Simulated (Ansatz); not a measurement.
Bands of a (6,0) GaN nanotube, along its axis.

Levels: PBE (plane waves to 420 eV, PAW; Ansatz, an electronic-structure program); Ansatz with PBE with spin-orbit coupling. Unmarked values and the geometry are of the first. Mesh 1×1×6. No spin polarisation. One-dimensional cell, images about 11 Å apart. A hypothetical model, rolled from the flat sheet. Only distortions within the start's symmetry and period were free.

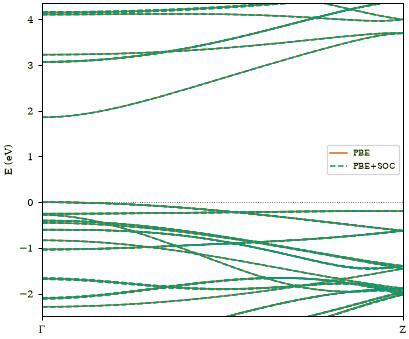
*Bands from the zone centre to the zone edge (period 5.50 Å); the dotted line marks the highest filled level of each set*

### Question
Is it a metal or a semiconductor at this level? Give what the bands show.

### Answer
A semiconductor in PBE.
PBE gap: 1.86 eV, direct at Γ
PBE+SOC gap at this geometry: 1.86 eV
